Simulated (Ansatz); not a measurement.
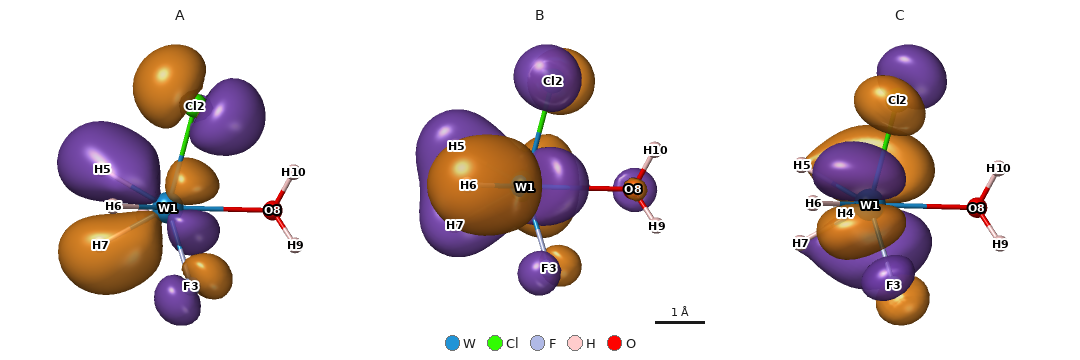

*ClFH₆OW. Three frontier orbitals at ±0.1 Å⁻³ᐟ² (orange and purple are the two phases), in no order.*

Core potentials replace the inner electrons of W.

Theory: RKS PBE0-D4/def2-SVP (Ansatz).

```xyz
10

W     0.2360    0.1455    0.2387
Cl   -0.6103   -0.0907    2.3931
F     1.9105   -0.3156   -0.5249
H    -0.5182    1.3512   -0.6589
H    -1.3704   -0.1969   -0.0518
H    -0.2186   -1.4227   -0.0847
H    -0.2821   -0.3718   -1.2511
O     1.6333    1.5979    1.3463
H     2.5737    1.4465    1.1763
H     1.4899    1.5530    2.3041
```

Which picture is the HOMO−1, the HOMO and the LUMO?

B is the HOMO−1 (−8.28 eV). It lies mainly on W1 (about 50 %), H6 (about 15 %), H5 (about 10 %), Cl2 (about 10 %) and H7 (about 5 %). A is the HOMO (−7.46 eV). It lies mainly on W1 (about 35 %), Cl2 (about 25 %), H5 (about 15 %), H7 (about 15 %) and F3 (about 10 %). C is the LUMO (−2.67 eV). By Hirshfeld shares it lies mainly on W1 (about 70 %), Cl2 (about 10 %) and F3 (about 10 %).

What is the HOMO–LUMO gap?

4.79 eV between the orbital energies.
